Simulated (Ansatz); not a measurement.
A series of calculations on AlNH5Br

### Relaxation

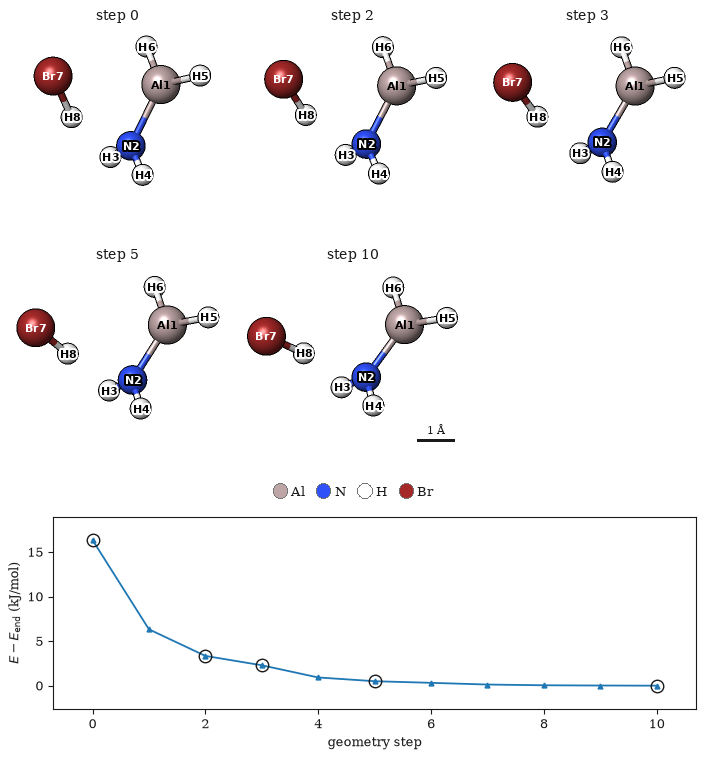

Frames of a relaxation of AlNH5Br, marked on the history of the run. The picture is a ball-and-stick view, seen at a tilt.

The run prepares an end point of a later path (reaction) calculation, from a guessed geometry.

Theory: RHF/def2-SVP (Ansatz).

Input file:
```yaml
crystal:
  periodic: [false, false, false]
  atoms:
    - { symbol: Al, position_ang: [0.029073, -0.189813, 0.15883] }
    - { symbol: "N", position_ang: [0.006347, -0.17744, 2.028198] }
    - { symbol: H, position_ang: [-0.787369, -0.426688, 2.588699] }
    - { symbol: H, position_ang: [0.840642, -0.245227, 2.578006] }
    - { symbol: H, position_ang: [1.408858, -0.059846, -0.586353] }
    - { symbol: H, position_ang: [-1.354826, -0.417741, -0.547797] }
    - { symbol: Br, position_ang: [-0.368496, 3.279764, 1.087728] }
    - { symbol: H, position_ang: [-0.28203, 2.055691, 1.935388] }
basis:
  gaussian: { orbitals: def2-SVP }
hamiltonian:
  xc: hf
relax:
  f_tol: 0.03
  max_steps: 50
```

Launched with:
```bash
ansatz run input.yaml --threads 1 --pin off --max-ram 2048MiB --backend cpu --events-out ev --progress --plain --runs-dir out
```

What happens along the run?

The largest move after the best rigid fit is that of Br7, 0.84 Å. Largest moves by element: Br 0.84 Å, H 0.42 Å, Al 0.30 Å, N 0.23 Å. Among the contacts that change: Al1–N2 1.870 → 1.786 Å, Br7–H8 1.491 → 1.419 Å. Over 10 geometry steps the energy falls by 16.3 kJ/mol. Largest force component: 1.6 eV/Å at the start, 0.027 eV/Å at the end. The forces were under the threshold at step 8, but the run went on from there. From step 0 to 2: Br7 moves most (0.15 Å), energy −13.0 kJ/mol. From step 2 to 3: Br7 moves most (0.20 Å), energy −1.05 kJ/mol. From step 3 to 5: Br7 moves most (0.26 Å), energy −1.79 kJ/mol. From step 5 to 10: Br7 moves most (0.25 Å), energy −0.50 kJ/mol.

```tsv
step	E − E(0), kJ/mol	largest force component, eV/Å
0	0.00	1.6025
1	-10.01	0.7052
2	-13.00	0.2700
3	-14.05	0.4759
4	-15.42	0.1754
5	-15.84	0.0537
6	-16.02	0.2815
7	-16.21	0.0749
8	-16.29	0.0062
9	-16.32	0.0584
10	-16.34	0.0268
```

Limits of the set-up: the start holds two separate molecules, 2.3 Å apart at their closest, whose relative position is a soft coordinate and is computed without a dispersion correction; Hartree-Fock leaves out electron correlation.

### Relaxation

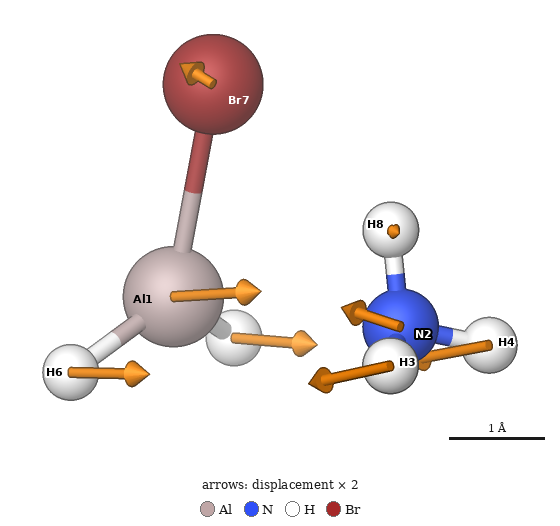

A relaxation of AlNH5Br. The starting structure is drawn; orange arrows show the displacements, 2 times their true length. The two geometries are superimposed by the best rigid fit.

The picture is a ball-and-stick view, seen from a free direction.

The run prepares an end point of a later path (reaction) calculation, from a guessed geometry.

The calculation used Ansatz 0.2.0, RHF/def2-SVP. (no spin polarisation; force threshold 0.03 eV/Å; at most 50 steps)

> Describe the change and its energy.

The energy falls by 23.1 kcal/mol in 7 geometry steps. The largest force component goes from 1.1 to 0.0071 eV/Å. The Al atom moves most after the best rigid fit: 0.61 Å. Largest moves by element: Al 0.61 Å, H 0.60 Å, N 0.42 Å, Br 0.25 Å. Some distances before and after: Al–N 3.096 → 2.078 Å, Al–Br 2.381 → 2.336 Å, H–N 1.029 → 1.010 Å, Al–H 1.566 → 1.584 Å. New bonds form, among them: Al–N (3.10 → 2.08 Å). Among the angles between lasting bonds that change: H–Al–H 126.0° → 120.8°. The run took 16 s on 1 thread of Arm Neoverse V1 (shared host), peak memory 0.17 GiB.

Limits of the set-up: the start holds two separate molecules, 2.8 Å apart at their closest, whose relative position is a soft coordinate and is computed without a dispersion correction; Hartree-Fock leaves out electron correlation.

### Path

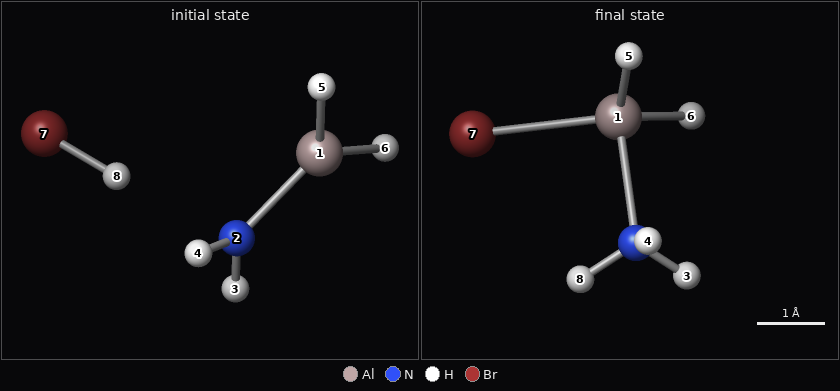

The two relaxed end points of a path for AlNH5Br, made up at the start of AlNH₄ and HBr. Style: ball-and-stick. Shown at a tilt.

These are results of Ansatz 0.2.0, RHF/def2-SVP, not measurements.

Run with 9 movable images; climbing image; force threshold 0.05 eV/Å; iteration limit 60.

Start:
```xyz
8

Al    0.0517   -0.4897    0.0988
N     0.0019   -0.0653    1.8329
H    -0.8125   -0.1653    2.4116
H     0.8151    0.0203    2.4157
H     1.4532   -0.4876   -0.6209
H    -1.3107   -0.8223   -0.6187
Br   -0.4319    3.6190    1.8413
H    -0.2747    2.2096    1.8820
```

End:
```xyz
8

Al   -0.0688    0.5416    0.0974
N    -0.0326    0.1941    2.1453
H    -0.7746   -0.4249    2.4349
H     0.8419   -0.2095    2.4451
H     1.3739    0.0500   -0.3344
H    -1.3624   -0.2621   -0.3380
Br   -0.3332    2.8620    0.1548
H    -0.1520    1.0675    2.6376
```

Q: Predict the minimum-energy path and its barrier.

A: The energy climbs by 4.5 kcal/mol to image 4 and then falls by 52.8 kcal/mol, so the end point sits at −48.3 kcal/mol. Breaking: Br7–H8 (1.42 → 1.54 at the top → 3.07 Å). Forming: Al1–Br7 (4.49 → 3.10 at the top → 2.34 Å), N2–H8 (2.29 → 1.60 at the top → 1.01 Å). The band converged in 14 iterations. The largest component of the band force went from 4.3 to 0.047 eV/Å. The climbing image converged on the top of the path. Its vibrational analysis gives one imaginary mode (613i cm⁻¹), as a transition state must have.

Energies of the converged images:

```json
{"image": "0", "path (Å)": "0.00", "E (kcal/mol)": "0.0"}
{"image": "1", "path (Å)": "0.43", "E (kcal/mol)": "0.1"}
{"image": "2", "path (Å)": "0.85", "E (kcal/mol)": "0.4"}
{"image": "3", "path (Å)": "1.28", "E (kcal/mol)": "1.7"}
{"image": "4", "path (Å)": "1.71", "E (kcal/mol)": "4.5"}
{"image": "5", "path (Å)": "1.99", "E (kcal/mol)": "-4.3"}
{"image": "6", "path (Å)": "2.27", "E (kcal/mol)": "-23.6"}
{"image": "7", "path (Å)": "2.55", "E (kcal/mol)": "-36.7"}
{"image": "8", "path (Å)": "2.84", "E (kcal/mol)": "-44.3"}
{"image": "9", "path (Å)": "3.12", "E (kcal/mol)": "-47.5"}
{"image": "10", "path (Å)": "3.40", "E (kcal/mol)": "-48.3"}
```

The geometry at the top of the path:

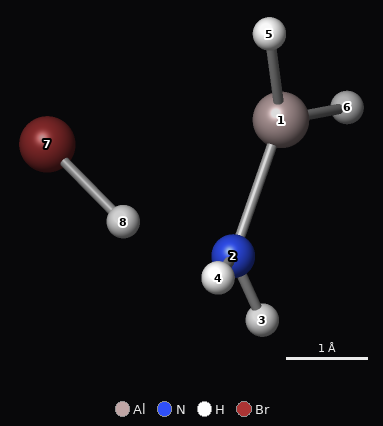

Limits of the set-up: the start holds two separate molecules, 2.3 Å apart at their closest, whose relative position is a soft coordinate and is computed without a dispersion correction; Hartree-Fock leaves out electron correlation.

The run took 3.5 min on 1 thread of Arm Neoverse V1, with other jobs on the host, peak memory 0.17 GiB.
